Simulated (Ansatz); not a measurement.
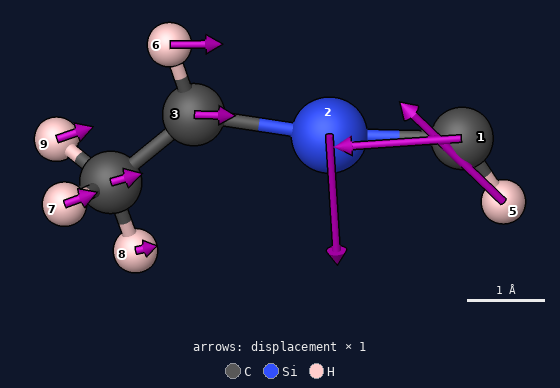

A relaxation of C3H5Si (charge +1). The starting structure is drawn; purple arrows show the displacements, at their true length. The two geometries are superimposed by the best rigid fit.

Style: ball-and-stick. Shown at a tilt.

Level of theory: Ansatz, RKS PBE0-D4/def2-TZVP.

Input file:
```yaml
crystal:
  periodic: [false, false, false]
  atoms:
    - {symbol: C, position_ang: [0.257440, 2.143820, -2.239070]}
    - {symbol: Si, position_ang: [0.156500, 1.087610, -0.863000]}
    - {symbol: C, position_ang: [0.145290, 0.196170, 0.706370]}
    - {symbol: C, position_ang: [-0.194200, -1.213960, 0.925630]}
    - {symbol: H, position_ang: [0.015680, 1.800650, -3.246770]}
    - {symbol: H, position_ang: [0.432600, 0.751510, 1.601810]}
    - {symbol: H, position_ang: [0.663340, -1.727430, 1.382330]}
    - {symbol: H, position_ang: [-0.506560, -1.750680, 0.033440]}
    - {symbol: H, position_ang: [-0.970090, -1.287690, 1.699260]}
basis:
  gaussian: {orbitals: def2-TZVP}
total_charge: 1
hamiltonian: {xc: pbe0, dispersion: d4}
relax: {f_tol: 0.005, max_steps: 200}
```

Command:
```bash
ansatz run in.yaml --threads 2 --pin off --events-out ev --progress --plain --max-ram 4352MiB
```

Describe the change and its energy.

H5 moves most after the best rigid fit: 2.04 Å. Largest moves by element: H 2.04 Å, Si 1.97 Å, C 1.68 Å. Among the contacts that change: C1–C3 3.533 → 1.360 Å, Si2–C3 1.805 → 2.633 Å, C1–Si2 1.738 → 1.788 Å, C4–H8 1.087 → 1.106 Å. New bonds form, among them: C1–C3 (3.53 → 1.36 Å). Bonds break, among them: Si2–C3 (1.80 → 2.63 Å). Among the angles between lasting bonds that change: Si2–C1–H5 121.8° → 126.9°, H7–C4–H9 103.1° → 106.7°, H7–C4–H8 109.6° → 107.2°. After 37 accepted moves (42 points after the start) the energy has fallen by 4.167 eV. Largest force component: 1.3 eV/Å at the start, 0.0011 eV/Å at the end. The line search rejected the trial steps at points 2, 9, 31, 38, 41 of the run. The run took 2 min on 2 threads of Arm Neoverse V2 (shared host).
